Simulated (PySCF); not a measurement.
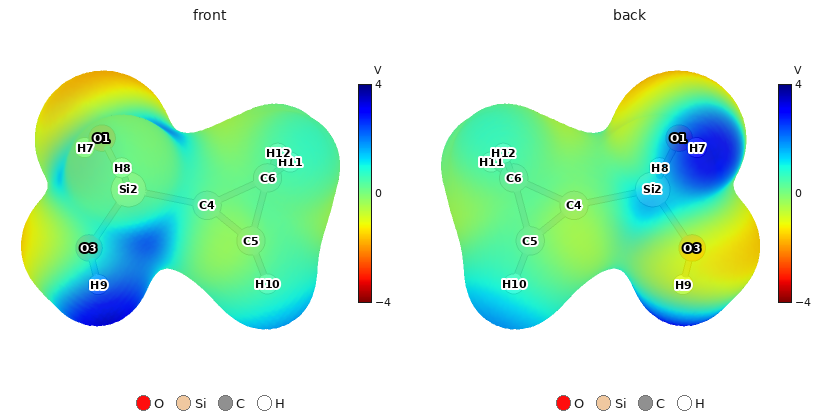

The picture shows: C₃H₆O₂Si (SMILES O[SiH](O)C1=CC1). The molecular electrostatic potential painted on the density surface at 0.004 e/bohr³, seen from the front and from behind; red is negative and blue positive.

Geometry: GFN2-xTB.

These are results of PBE0/pcSseg-1, SCF density, gas phase, non-relativistic in PySCF, not measurements.

Input

```
{"job": {"kind": "nmr", "xc": "PBE0", "basis": "pcSseg-1"}, "charge": 0, "multiplicity": 1}
O     -2.305714    -0.498863    -0.111955
Si    -1.122297     0.380991     0.552992
O     -1.073224    -0.043470     2.130125
C      0.534658     0.044754    -0.232362
C      1.813634    -0.218917    -0.183537
C      1.279359    -0.004839    -1.553356
H     -2.512827    -1.365285     0.228269
H     -1.521717     1.765936     0.352375
H     -0.408485     0.312078     2.710469
H      2.690970    -0.442683     0.373258
H      1.495624     0.920366    -2.076727
H      1.131218    -0.850755    -2.215579
```

Command:

```sh
OMP_NUM_THREADS=1 python probes_run.py task.json out
```

Describe the electrostatic potential map.

The most negative region (about −1.7 V, or −39 kcal/mol for a unit charge) lies over O1, the most positive (about +3.3 V, or +76 kcal/mol for a unit charge) over H9. O1 is the likeliest acceptor of a hydrogen bond.

How polar is the molecule by this calculation?

Its dipole moment is 2.23 D.
